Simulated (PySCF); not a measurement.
H₄BO₃ (cation, charge +1), SMILES OB(O)[OH2+] at its CAM-B3LYP/def2-SVP optimised geometry (Å):

```
8

O     -0.9591    -1.1375     0.0004
B     -0.0858    -0.1522     0.0000
O      1.2260    -0.1522     0.0000
O     -0.8480     1.1443     0.0000
H     -0.6293    -2.0481    -0.0101
H      1.8261     0.6011    -0.0198
H     -1.8261     1.0983     0.0149
H     -0.4888     2.0481     0.0594
```

Calculation: CAM-B3LYP/def2-TZVP run with PySCF.

Map of the log10 of the electron density (e/bohr³), floored at −4 on the plane z = 1.0 Å:

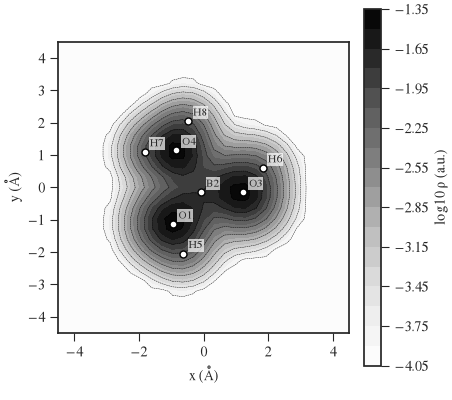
*Log10 of the electron density (e/bohr³), floored at −4 on the plane z = 1.0 Å.*
